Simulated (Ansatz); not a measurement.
## Response to strain in W2C

Base system: W2C (space group P-3m1, No. 164; relaxed with 0.1 eV smearing).

```xyz
3
Lattice="3.0343 0.0000 0.0000 -1.5172 2.6278 0.0000 0.0000 0.0000 4.6588" Properties=species:S:1:pos:R:3 pbc="T T T"
C      0.0000     0.0000     0.0000
W      0.0000     1.7519     1.1898
W      1.5172     0.8759     3.4690
```

Cartesian axes are those of the cell as printed.

Strains are applied to the cell and any free atomic positions relax; under biaxial strain the out-of-plane vector relaxes too.

Level of theory: Kohn–Sham DFT with the PBE-D3(BJ) functional, run in Ansatz (a quantum-chemistry and plane-wave program) with PAW and 420 eV plane waves, no spin-orbit coupling, earlier PAW set.

Notes on the quantities. in-plane stress: mean in-plane stress (compression positive).

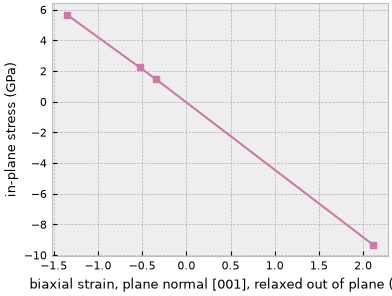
*in-plane stress against biaxial strain, plane normal [001], relaxed out of plane*

| biaxial strain, plane normal [001], relaxed out of plane (%) | in-plane stress |
|---|---|
| -1.35 | +5.7 GPa |
| -0.53 | +2.2 GPa |
| -0.34 | +1.4 GPa |
| 2.11 | -9.3 GPa |

Whether these cells are dynamically stable was not tested. The final runs are not spin-polarised.
